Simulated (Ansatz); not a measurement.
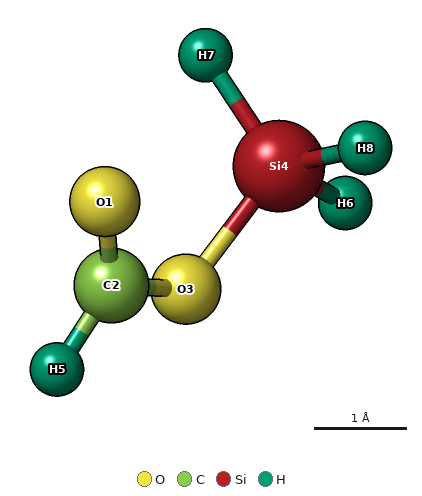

Fig. 1: The input geometry (ball-and-stick view, seen at a tilt; atoms are numbered from 1 in the order of the input).

**Run report: CH$_{4}$O$_{2}$Si, nudged elastic band**

The run: nudged elastic band of CH$_{4}$O$_{2}$Si. Method and program: RKS B3LYP/6-31G* (Ansatz 0.2.0).

It belongs to a series of runs on one base structure; here: band between the two ends. Figures and captions count atoms from 1; the log counts them from 0 in places.

### Output
```
Engine: ansatz 0.2.0, x86_64-unknown-linux-gnu
Functional definition: B3LYP
  parameter a0 = 0.2
  parameter ax = 0.72
  parameter ac = 0.81
  exchange = (1 - a0 - ax)*slater_x + ax*b88_x + a0*exact_x
  correlation = (1 - ac)*vwn_rpa_c + ac*lyp_c
747 factors; integrals over basis functions are off by at most 7.3e-4 eV
mean field evaluation 1: about -13070.0493 eV, gradient 5.2e1 eV
mean field evaluation 2: about -13061.1832 eV, gradient 8.8e1 eV
mean field evaluation 4: about -13074.5651 eV, gradient 6.4e0 eV
mean field evaluation 8: about -13074.6568 eV, gradient 3.6e-2 eV
mean field -13074.65684323 eV, -480.4847766679 hartree, gradient 6.6e-6 eV, S^2 0.000000; 0 other end points of the search recorded, 0 dependent functions left out
the calculation of the forces begins
reference -13074.65704684 eV, -480.4847841505 hartree; 20, 20 occupied and 52, 52 virtual orbitals, 747 factors
747 factors; integrals over basis functions are off by at most 7.5e-4 eV
mean field evaluation 16: about -13069.3694 eV, gradient 5.4e1 eV
mean field -13074.41067805 eV, -480.4757302645 hartree, gradient 1.2e-5 eV, S^2 0.000000; 0 other end points of the search recorded, 0 dependent functions left out
[... from here on the field's lines of each further geometry are left out, up to the last ...]
NEB iter   1: max|band force component| = 5.695e1 eV/Å  barrier→ = 12.8381 eV  barrier← = 12.5919 eV  Δτ_max = 0.1556 Å  (219 SCF iters)
NEB iter   2: max|band force component| = 1.888e1 eV/Å  barrier→ = 5.4876 eV  barrier← = 5.2415 eV  Δτ_max = 0.2000 Å  (220 SCF iters)
NEB iter   3: max|band force component| = 9.935e0 eV/Å  barrier→ = 2.4119 eV  barrier← = 2.1657 eV  Δτ_max = 0.1894 Å  (210 SCF iters)
NEB iter   4: max|band force component| = 2.954e0 eV/Å  barrier→ = 0.8432 eV  barrier← = 0.5970 eV  Δτ_max = 0.1659 Å  (217 SCF iters)
NEB iter   5: max|band force component| = 2.232e0 eV/Å  barrier→ = 0.5833 eV  barrier← = 0.3371 eV  Δτ_max = 0.1013 Å  (206 SCF iters)
NEB iter   6: max|band force component| = 1.270e0 eV/Å  barrier→ = 0.3579 eV  barrier← = 0.1117 eV  Δτ_max = 0.0527 Å  (200 SCF iters)
NEB iter   7: max|band force component| = 7.020e-1 eV/Å  barrier→ = 0.3542 eV  barrier← = 0.1080 eV  Δτ_max = 0.0338 Å  (198 SCF iters)
NEB iter   8: max|band force component| = 4.119e-1 eV/Å  barrier→ = 0.3522 eV  barrier← = 0.1060 eV  CI = image 4  Δτ_max = 0.0455 Å  (207 SCF iters)
NEB iter   9: max|band force component| = 1.715e-1 eV/Å  barrier→ = 0.3526 eV  barrier← = 0.1064 eV  CI = image 4  Δτ_max = 0.0747 Å  (203 SCF iters)
NEB iter  10: max|band force component| = 4.624e-1 eV/Å  barrier→ = 0.3522 eV  barrier← = 0.1061 eV  CI = image 4  Δτ_max = 0.0376 Å  (200 SCF iters)
NEB iter  11: max|band force component| = 4.415e-1 eV/Å  barrier→ = 0.3523 eV  barrier← = 0.1061 eV  CI = image 4  Δτ_max = 0.0373 Å  (203 SCF iters)
NEB iter  12: max|band force component| = 2.580e-1 eV/Å  barrier→ = 0.3526 eV  barrier← = 0.1064 eV  CI = image 4  Δτ_max = 0.0374 Å  (204 SCF iters)
NEB iter  13: max|band force component| = 6.349e-1 eV/Å  barrier→ = 0.3527 eV  barrier← = 0.1066 eV  CI = image 4  Δτ_max = 0.0188 Å  (199 SCF iters)
NEB iter  14: max|band force component| = 2.557e-1 eV/Å  barrier→ = 0.3522 eV  barrier← = 0.1061 eV  CI = image 4  Δτ_max = 0.0372 Å  (198 SCF iters)
NEB iter  15: max|band force component| = 8.033e-2 eV/Å  barrier→ = 0.3522 eV  barrier← = 0.1060 eV  CI = image 4  Δτ_max = 0.0560 Å  (187 SCF iters)
NEB iter  16: max|band force component| = 1.250e-1 eV/Å  barrier→ = 0.3522 eV  barrier← = 0.1060 eV  CI = image 4  Δτ_max = 0.0280 Å  (184 SCF iters)
NEB iter  17: max|band force component| = 6.087e-2 eV/Å  barrier→ = 0.3522 eV  barrier← = 0.1060 eV  CI = image 4  Δτ_max = 0.0308 Å  (173 SCF iters)
the calculation of the forces begins
reference -13074.41936513 eV, -480.4760495087 hartree; 20, 20 occupied and 52, 52 virtual orbitals, 747 factors
747 factors; integrals over basis functions are off by at most 6.5e-4 eV
mean field evaluation 1056: about -13074.3046 eV, gradient 5.2e-2 eV
mean field -13074.30464755 eV, -480.4718337155 hartree, gradient 1.4e-5 eV, S^2 0.000000; 1 other end points of the search recorded, 0 dependent functions left out
the calculation of the forces begins
reference -13074.30485759 eV, -480.4718414343 hartree; 20, 20 occupied and 52, 52 virtual orbitals, 747 factors
NEB iter  18: max|band force component| = 4.677e-2 eV/Å  barrier→ = 0.3522 eV  barrier← = 0.1060 eV  CI = image 4  Δτ_max = 0.0000 Å  (362 SCF iters)
```

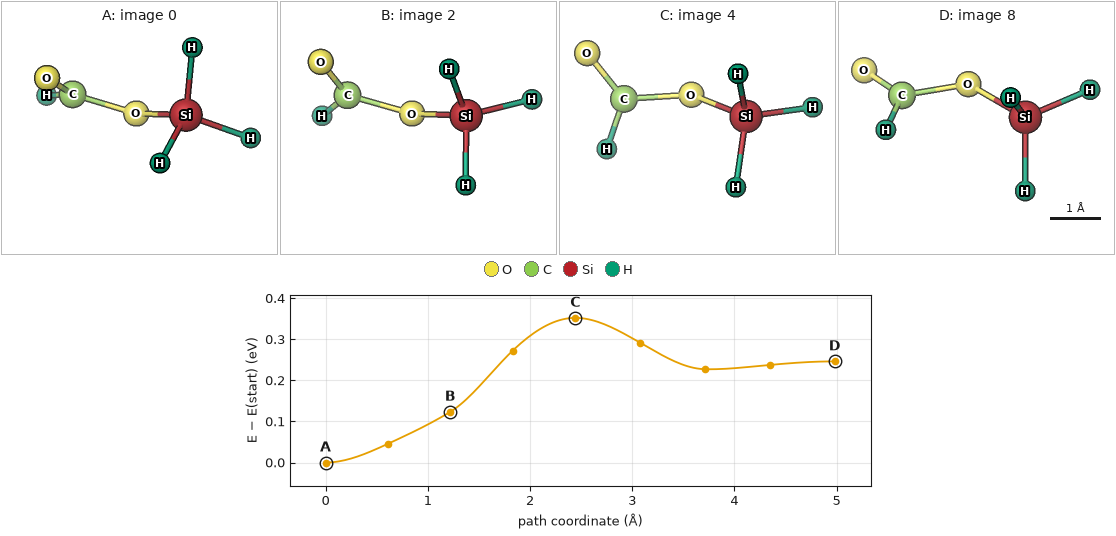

Fig. 2: Images of the last band (counted from 0; ball-and-stick, seen at a tilt) above the energy along the path; the line is a cubic interpolation that uses the forces. The highest image is number 4, 0.352 eV above the start and 0.106 eV above the end (the climbing image); the end lies 0.246 eV above the start. The path is 4.98 Å long. The band converged in 18 iterations.

```
Total energy: -13074.30485759 eV, -480.4718414343 hartree
Atom 0 at     2.331846    -0.666855     0.480842 Å, force    -0.000032     0.000055     0.000291 eV/Å
Atom 1 at     1.552877     0.212821     0.245955 Å, force    -0.000179     0.000240     0.000526 eV/Å
Atom 2 at     0.492734     0.091011    -0.593720 Å, force    -0.000596    -0.000243    -0.001449 eV/Å
Atom 3 at    -1.132565    -0.180877    -0.268342 Å, force     0.000426    -0.000005     0.000369 eV/Å
Atom 4 at     1.640252     1.235574     0.651974 Å, force     0.000366     0.000004     0.000163 eV/Å
Atom 5 at    -1.822783    -0.062382    -1.570345 Å, force     0.000020     0.000003     0.000117 eV/Å
Atom 6 at    -1.332102    -1.530393     0.314222 Å, force    -0.000069    -0.000054    -0.000132 eV/Å
Atom 7 at    -1.638060     0.844003     0.683715 Å, force     0.000064    -0.000001     0.000115 eV/Å
Dipole moment:    -0.470279     0.319667     0.054543 e Å
this run last wrote the band of iteration 18 to [file]
```

### The last band as extended XYZ (Å, eV, eV/Å)
```
8
Properties=species:S:1:pos:R:3:forces:R:3 image=0 energy=-13074.65684
O     1.3772   -0.2301    1.2972   -0.0002   0.0007   0.0009
C     1.4631    0.3132    0.2222   -0.0052  -0.0070  -0.0013
O     0.4547    0.4392   -0.6555    0.0015   0.0060  -0.0080
Si   -1.0776   -0.2177   -0.2389    0.0010  -0.0015   0.0013
H     2.3829    0.7716   -0.1700    0.0014   0.0021   0.0047
H    -1.9049    0.1086   -1.4219   -0.0015  -0.0012   0.0014
H    -0.9842   -1.6841   -0.0593    0.0004  -0.0007   0.0005
H    -1.6189    0.4421    0.9705    0.0026   0.0017   0.0005
8
Properties=species:S:1:pos:R:3:forces:R:3 image=1 energy=-13074.61111
O     1.5705   -0.5525    1.0825   -0.0353   0.0443   0.0640
C     1.4997    0.2812    0.2148   -0.0262   0.0108  -0.0166
O     0.4081    0.5505   -0.5249    0.0119  -0.0065  -0.0070
Si   -1.1072   -0.1895   -0.2230    0.0035   0.0001  -0.0027
H     2.3312    0.9370   -0.0840    0.0229  -0.0334  -0.0336
H    -1.8360   -0.0163   -1.4993   -0.0090   0.0242   0.0076
H    -0.9873   -1.6238    0.1149    0.0163  -0.0122  -0.0352
H    -1.7868    0.5564    0.8632    0.0156  -0.0274   0.0236
8
Properties=species:S:1:pos:R:3:forces:R:3 image=2 energy=-13074.53318
O     1.7921   -0.7711    0.7765   -0.0719   0.0063   0.0544
C     1.5367    0.2616    0.2146   -0.0202   0.0178  -0.0135
O     0.3863    0.5608   -0.4222   -0.0151   0.0562   0.0412
Si   -1.1329   -0.1835   -0.2218    0.0047   0.0082   0.0021
H     2.2240    1.1184    0.1476    0.0793  -0.0439  -0.0756
H    -1.7765   -0.1193   -1.5533    0.0138   0.0041  -0.0002
H    -1.0583   -1.5808    0.2572    0.0466  -0.0097  -0.0230
H    -1.8794    0.6568    0.7458   -0.0372  -0.0391   0.0145
8
Properties=species:S:1:pos:R:3:forces:R:3 image=3 energy=-13074.38411
O     2.0589   -0.7793    0.6047   -0.1112  -0.0467   0.0494
C     1.5547    0.2452    0.2351    0.0010   0.0224  -0.0008
O     0.4354    0.3530   -0.5182   -0.0259   0.1014   0.0289
Si   -1.1378   -0.1921   -0.2528   -0.0009  -0.0045   0.0041
H     1.9593    1.2466    0.4501    0.1307   0.0027  -0.0733
H    -1.8085   -0.1129   -1.5688    0.0082  -0.0142  -0.0025
H    -1.1976   -1.5690    0.2913    0.0529  -0.0196  -0.0168
H    -1.7722    0.7514    0.7029   -0.0549  -0.0415   0.0111
8
Properties=species:S:1:pos:R:3:forces:R:3 image=4 energy=-13074.30465
O     2.3318   -0.6669    0.4808    0.0000   0.0001   0.0003
C     1.5529    0.2128    0.2460   -0.0002   0.0002   0.0005
O     0.4927    0.0910   -0.5937   -0.0006  -0.0002  -0.0014
Si   -1.1326   -0.1809   -0.2683    0.0004   0.0000   0.0004
H     1.6403    1.2356    0.6520    0.0004   0.0000   0.0002
H    -1.8228   -0.0624   -1.5703    0.0000   0.0000   0.0001
H    -1.3321   -1.5304    0.3142   -0.0001  -0.0001  -0.0001
H    -1.6381    0.8440    0.6837    0.0001   0.0000   0.0001
8
Properties=species:S:1:pos:R:3:forces:R:3 image=5 energy=-13074.36506
O     2.6062   -0.3179    0.2327    0.0697   0.0843  -0.0306
C     1.5465    0.2402    0.2446   -0.0460  -0.0403   0.0308
O     0.5256   -0.0924   -0.5821    0.0157  -0.0476  -0.0122
Si   -1.1253   -0.2145   -0.2727    0.0076  -0.0047  -0.0006
H     1.3106    1.0948    0.9056   -0.0437  -0.0371   0.0066
H    -1.8205    0.0822   -1.5437    0.0077   0.0123   0.0014
H    -1.4189   -1.5972    0.1736   -0.0464   0.0103   0.0099
H    -1.5319    0.7478    0.7865    0.0355   0.0228  -0.0053
8
Properties=species:S:1:pos:R:3:forces:R:3 image=6 energy=-13074.42958
O     2.6936    0.2016    0.0093   -0.0125  -0.0040  -0.0286
C     1.5210    0.2929    0.2370    0.0346  -0.0065  -0.0077
O     0.5664   -0.2612   -0.5489    0.0239  -0.0028   0.0162
Si   -1.1013   -0.2793   -0.2718   -0.0140  -0.0018  -0.0008
H     1.1097    0.8398    1.1044   -0.0371   0.0110   0.0238
H    -1.7711    0.2507   -1.4802    0.0063   0.0025   0.0014
H    -1.5232   -1.6754   -0.0142   -0.0045   0.0023  -0.0010
H    -1.4028    0.5739    0.9088    0.0033  -0.0008  -0.0034
8
Properties=species:S:1:pos:R:3:forces:R:3 image=7 energy=-13074.41916
O     2.6485    0.5201   -0.0664    0.0011  -0.0061  -0.0018
C     1.5122    0.3156    0.2535   -0.0093  -0.0041  -0.0013
O     0.5224    0.0846   -0.6414    0.0115   0.0003   0.0079
Si   -1.0988   -0.2540   -0.2923   -0.0023  -0.0079  -0.0004
H     1.1680    0.3026    1.3051   -0.0024   0.0182  -0.0029
H    -1.8710    0.1984   -1.4679   -0.0011   0.0056   0.0020
H    -1.2792   -1.7105   -0.0760   -0.0031  -0.0004  -0.0066
H    -1.5099    0.4861    0.9297    0.0056  -0.0056   0.0031
8
Properties=species:S:1:pos:R:3:forces:R:3 image=8 energy=-13074.41068
O     2.5851    0.7714   -0.0274    0.0014   0.0026  -0.0038
C     1.5111    0.3164    0.2467    0.0033  -0.0014   0.0022
O     0.4418    0.3999   -0.5783   -0.0038   0.0015  -0.0042
Si   -1.1092   -0.2104   -0.2754   -0.0014  -0.0005   0.0001
H     1.3013   -0.2109    1.1969   -0.0014  -0.0032   0.0066
H    -1.9014    0.1359   -1.4726    0.0005   0.0001   0.0000
H    -1.0541   -1.6824   -0.0851    0.0007   0.0008  -0.0002
H    -1.6824    0.4231    0.9396    0.0007   0.0000  -0.0006
```

The run was set up as follows.

### Input file
```yaml
crystal:
  periodic: [false, false, false]
  atoms:
    - { symbol: O, position_ang: [1.377247, -0.230051, 1.297193] }
    - { symbol: C, position_ang: [1.463067, 0.313197, 0.222155] }
    - { symbol: O, position_ang: [0.454652, 0.439235, -0.655482] }
    - { symbol: Si, position_ang: [-1.077592, -0.217732, -0.238944] }
    - { symbol: H, position_ang: [2.382927, 0.771648, -0.16996] }
    - { symbol: H, position_ang: [-1.904926, 0.108559, -1.421919] }
    - { symbol: H, position_ang: [-0.984247, -1.684089, -0.05926] }
    - { symbol: H, position_ang: [-1.618928, 0.442134, 0.970517] }
basis:
  gaussian: { orbitals: "6-31G*" }
hamiltonian:
  xc: b3lyp
neb:
  order_check: false
  images: 7
  f_tol: 0.05
  max_iterations: 42
  final_atoms:
    - { symbol: O, position_ang: [2.58513562, 0.77135982, -0.02740419] }
    - { symbol: C, position_ang: [1.51106636, 0.3163824, 0.24665155] }
    - { symbol: O, position_ang: [0.44182238, 0.39988088, -0.57832613] }
    - { symbol: Si, position_ang: [-1.10921022, -0.21039145, -0.27539365] }
    - { symbol: H, position_ang: [1.3012935, -0.21090536, 1.19685934] }
    - { symbol: H, position_ang: [-1.90140642, 0.13588284, -1.47255182] }
    - { symbol: H, position_ang: [-1.05414559, -1.6823851, -0.085127] }
    - { symbol: H, position_ang: [-1.68235563, 0.42307696, 0.9395919] }
  initial_path:
    images:
      - { positions_ang: [[1.377247, -0.230051, 1.297193], [1.463067, 0.313197, 0.222155], [0.454652, 0.439235, -0.655482], [-1.077592, -0.217732, -0.238944], [2.382927, 0.771648, -0.16996], [-1.904926, 0.108559, -1.421919], [-0.984247, -1.684089, -0.05926], [-1.618928, 0.442134, 0.970517]] }
      - { positions_ang: [[1.59434601, -0.35702426, 1.11861463], [1.46616248, 0.28161937, 0.22642631], [0.45428981, 0.37299548, -0.66348508], [-1.06099421, -0.20264403, -0.24814632], [2.1809819, 0.88322465, 0.03313872], [-1.90582614, 0.06182382, -1.44426279], [-1.03176039, -1.64539043, 0.02710948], [-1.60499945, 0.54829641, 0.89490504]] }
      - { positions_ang: [[1.81144503, -0.48399752, 0.94003626], [1.46925796, 0.25004173, 0.23069763], [0.45392761, 0.30675596, -0.67148816], [-1.04439643, -0.18755607, -0.25734864], [1.9790368, 0.99480131, 0.23623744], [-1.90672629, 0.01508865, -1.46660658], [-1.07927377, -1.60669186, 0.11347897], [-1.5910709, 0.65445881, 0.81929309]] }
      - { positions_ang: [[2.02854404, -0.61097079, 0.76145789], [1.47235344, 0.2184641, 0.23496894], [0.45356542, 0.24051643, -0.67949124], [-1.02779864, -0.1724681, -0.26655097], [1.77709169, 1.10637796, 0.43933616], [-1.90762643, -0.03164653, -1.48895037], [-1.12678716, -1.5679933, 0.19984845], [-1.57714236, 0.76062122, 0.74368113]] }
      - { positions_ang: [[2.24564306, -0.73794405, 0.58287953], [1.47544892, 0.18688647, 0.23924025], [0.45320322, 0.17427691, -0.68749432], [-1.01120086, -0.15738014, -0.27575329], [1.57514659, 1.21795462, 0.64243488], [-1.90852658, -0.07838171, -1.51129416], [-1.17430055, -1.52929473, 0.28621793], [-1.56321381, 0.86678362, 0.66806917]] }
      - { positions_ang: [[2.3305162, -0.36061808, 0.4303086], [1.48435328, 0.21926045, 0.24109308], [0.45035801, 0.23067791, -0.66020227], [-1.0357032, -0.17063297, -0.27566338], [1.50668332, 0.86073962, 0.781041], [-1.90674654, -0.02481557, -1.50160857], [-1.14426181, -1.56756732, 0.1933817], [-1.59299926, 0.75585696, 0.73594986]] }
      - { positions_ang: [[2.41538934, 0.01670789, 0.27773767], [1.49325764, 0.25163443, 0.2429459], [0.4475128, 0.2870789, -0.63291022], [-1.06020554, -0.18388579, -0.27557347], [1.43822004, 0.50352463, 0.91964711], [-1.9049665, 0.02875057, -1.49192299], [-1.11422307, -1.60583991, 0.10054547], [-1.62278472, 0.64493029, 0.80383054]] }
      - { positions_ang: [[2.50026248, 0.39403385, 0.12516674], [1.502162, 0.28400842, 0.24479873], [0.44466759, 0.34347989, -0.60561817], [-1.08470788, -0.19713862, -0.27548356], [1.36975677, 0.14630963, 1.05825322], [-1.90318646, 0.0823167, -1.4822374], [-1.08418433, -1.6441125, 0.00770923], [-1.65257017, 0.53400363, 0.87171122]] }
      - { positions_ang: [[2.58513562, 0.77135982, -0.02740419], [1.51106636, 0.3163824, 0.24665155], [0.44182238, 0.39988088, -0.57832613], [-1.10921022, -0.21039145, -0.27539365], [1.3012935, -0.21090536, 1.19685934], [-1.90140642, 0.13588284, -1.47255182], [-1.05414559, -1.6823851, -0.085127], [-1.68235563, 0.42307696, 0.9395919]] }
```

Launch command:
```bash
ansatz run input.yaml --threads 1 --pin off --max-ram 2048MiB --backend cpu --events-out ev --progress --plain --runs-dir out
```

### Summary

```json
{"quantity": "outcome", "value": "converged"}
{"quantity": "barrier, forward", "value": "0.352 eV"}
{"quantity": "barrier, backward", "value": "0.106 eV"}
{"quantity": "hardware", "value": "1 thread of Intel Xeon @ 2.50GHz (Skylake/Cascade Lake), 189 GiB of memory available, shared host"}
{"quantity": "wall time", "value": "12 min"}
{"quantity": "peak memory", "value": "0.15 GiB"}
```

### Remarks

The order of the saddle point was not checked.
